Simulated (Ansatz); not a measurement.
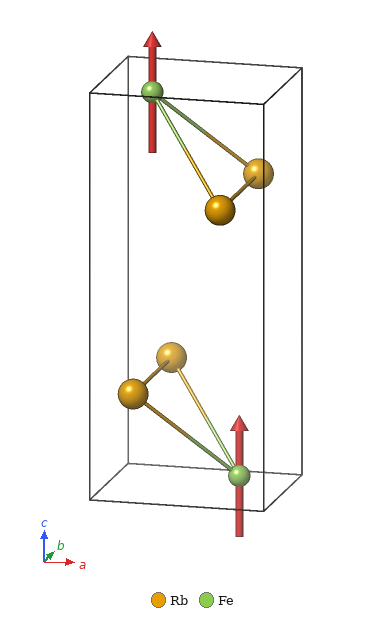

Crystal structure, ball-and-stick style, seen slightly off an axis. The wireframe shows the simulation cell. Arrows are the site magnetic moments above 0.25 μB; longer means larger, and red and blue are up and down (without spin-orbit coupling the axis itself is arbitrary).

This is the state reached for RbFe. The calculation: DFT PBE, scalar-relativistic, plane waves, PAW (Ansatz), with 420 eV cutoff, k-grid 12×12×6, Gaussian smearing of 0.1 eV, collinear spins.

> Characterise the magnetic order.

Ferromagnetic (within this cell). Site moments: 2 Fe +2.7 μB. The net spin moment of the whole cell is 5.5 μB.

Starting structure: a textbook structure type filled with these elements (whether it is the usual form wasn't checked). The final geometry of a relaxation with DFT PBE, scalar-relativistic, plane waves, PAW (Ansatz 0.2.0) is shown.
